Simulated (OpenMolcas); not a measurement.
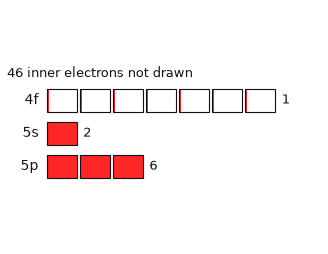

*The outer shells of the leading configuration of the lowest level: a box for each of the 2l + 1 orbitals, shaded by the share of the shell that is filled, with the electron count at the right.*

# Ce³⁺ complex: multiconfigurational calculation

System: Ce³⁺ with 2 ligands (O; linear, 2.13 Å), neutralised by 2 outer point charges of +0.5 e, whose field is part of the energies.
Method: state-averaged SS-CASPT2, IPEA shift 0.25, imaginary shift 0.1 hartree, closed shells 5s 5p of the metal and the valence shells of the ligands correlated, active space 1 electron in the shell 4f, basis ANO-RCC-VTZP on the metal and ANO-RCC-VDZP on the ligands, DKH2 scalar Hamiltonian, spin-orbit coupling by RASSI with atomic mean-field integrals (OpenMolcas).

Log (extracts):
```
--- CASPT2 ---
Orbital specifications:
      -----------------------

      Symmetry species                           1   2
                                                ag  au
      Frozen orbitals                           15  10
      Inactive orbitals                          5   7
      Active orbitals                            0   7
      Secondary orbitals                        45  43
      Deleted orbitals                           0   0
      Number of basis functions                 65  67
Type of calculation                        SS-CASPT2
      Fock operator                              state-specific
      IPEA shift                                 0.25
      Real shift                                 0.00
      Imaginary shift                            0.10
      The input orbitals will be transformed to quasi-canonical
Reference energy:       -9003.4124415401
      E2 (Non-variational):      -0.7854062829
      Shift correction:          -0.0013376596
      E2 (Variational):          -0.7867439425
      Total energy:           -9004.1991854827
      Residual norm:              0.0000005004
      Reference weight:           0.78035
      Contributions to the CASPT2 correlation energy
      Active & Virtual Only:          0.0000000002
      One Inactive Excited:          -0.0410379257
      Two Inactive Excited:          -0.7443683574
Reference energy:       -9003.4124415401
      E2 (Non-variational):      -0.7854062829
      Shift correction:          -0.0013376596
      E2 (Variational):          -0.7867439425
      Total energy:           -9004.1991854827
      Residual norm:              0.0000005004
      Reference weight:           0.78035
      Contributions to the CASPT2 correlation energy
      Active & Virtual Only:          0.0000000002
      One Inactive Excited:          -0.0410379257
      Two Inactive Excited:          -0.7443683574
::    CASPT2 Root  1     Total energy:  -9004.19918548
::    CASPT2 Root  2     Total energy:  -9004.19918548
::    CASPT2 Root  3     Total energy:  -9004.19079677
::    CASPT2 Root  4     Total energy:  -9004.19079660
::    CASPT2 Root  5     Total energy:  -9004.17703026
::    CASPT2 Root  6     Total energy:  -9004.17703020
::    CASPT2 Root  7     Total energy:  -9004.15984881
```

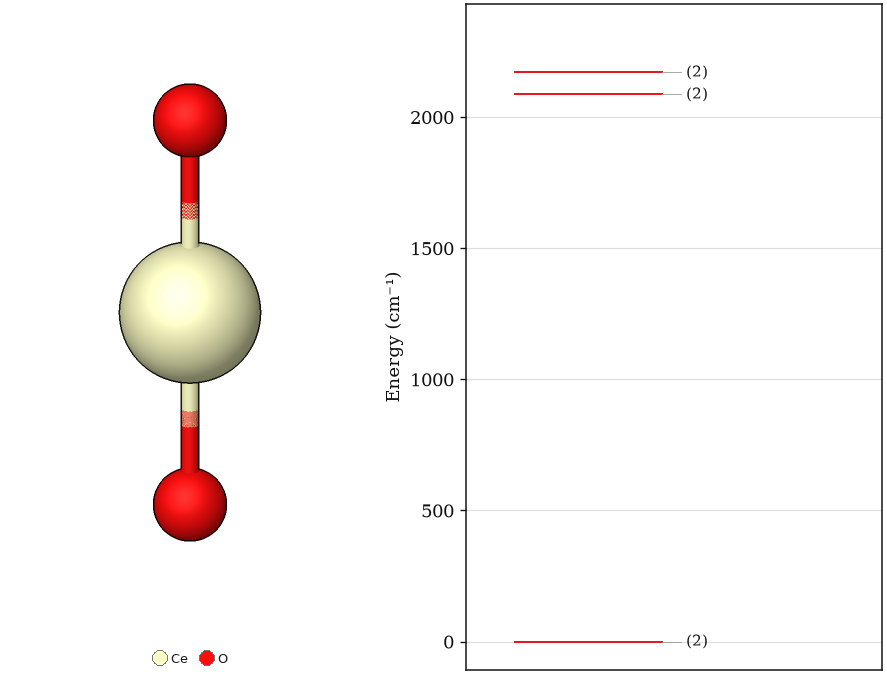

*Ce³⁺ (4f) with 2 ligands, O²⁻, at 2.13 Å (arrangement: linear, D∞h), neutralised by outer point charges of +0.5 e, and its levels. Labels give the representation in O, Td, D4 or D3 as the site allows (double group for half-integer spin) where it could be assigned and, in brackets, the degeneracy; spin-free states, where drawn, share the zero of the spin-orbit levels.*

The ground level is a Kramers doublet, 100 % from states of spin multiplicity 2. Its principal g values are 0.00, 0.00 and 4.09, easy-axis. The next level lies at 2,090 cm⁻¹.

Input file:
```
&GATEWAY
Coord
3

Ce 0.0 0.0 0.0
O 0.000000 0.000000 2.130000
O 0.000000 0.000000 -2.130000
Basis=Ce.ANO-RCC-VTZP,O.ANO-RCC-VDZP
Group=XYZ
NoMove
AngMom=0.0 0.0 0.0
AMFI
RICD
XField
1 Angstrom 0
0.000000 0.000000 4.930000 0.500000
&SEWARD
&RASSCF
FileOrb=start.orb
Symmetry=2
Spin=2
nActEl=1 0 0
Inactive=20 17
Ras2=0 7
CIRoot=7 7 1
SDav=7
CIMx=300
Iter=150 100
PrWF=0.3
OrbListing=Nothing
MaxOrb=0
LevShft=1.0
>>> COPY $Project.JobIph JOB001
&RASSI
NrOfJobIphs=1 7
1 2 3 4 5 6 7
IphNames
JOB001
EJob
SpinOrbit
DIPRint=1.0
SOCoupling=1000.0
Subsets=2
Property=9
'ANGMOM' 1 'ANGMOM' 2 'ANGMOM' 3 'MLTPL  1' 1 'MLTPL  1' 2 'MLTPL  1' 3
'AMFI' 1 'AMFI' 2 'AMFI' 3
SOProperty=3
'ANGMOM' 1 'ANGMOM' 2 'ANGMOM' 3
>>> COPY JOB001 $Project.JobIph
&CASPT2
Multistate=7 1 2 3 4 5 6 7
NoMult
Frozen=15 10
IPEA=0.25
Imaginary=0.1
MaxIter=60
WThr=0.0 0.3 0.05
PrWF=0.5
NoMix
```

The file start.orb holds starting orbitals from an earlier step. A driver script formed the levels outside the program, from RASSI's spin-orbit matrix and the CASPT2 energies (for multi-state variants, the effective Hamiltonian), averaged over the components of each term or state. The log and the time are those of the CASPT2 step.

Run as:
```bash
OMP_NUM_THREADS=1 MOLCAS_MEM=2457 MOLCAS_PROJECT=a pymolcas a.inp > a.log  # once for each step of the input, in one work folder
```

Results in brief:

```tsv
quantity	value
outcome	converged
energy of the lowest spin-free term	−9004.19919 hartree
energy of the lowest spin-orbit level	−9004.20454 hartree
CASPT2 correlation energy	−0.7867 hartree
largest spread among components of a term	0.0 cm⁻¹
lowest reference weight	0.780
hardware	1 thread of Arm Neoverse V1, 24 GiB of memory available, shared host
wall time	14 s
peak memory	0.65 GiB
```

Remarks:

To bear in mind: bare point charges leave oxide and sulfide ligands too diffuse, field too small; distances are set from ionic radii, not optimised.
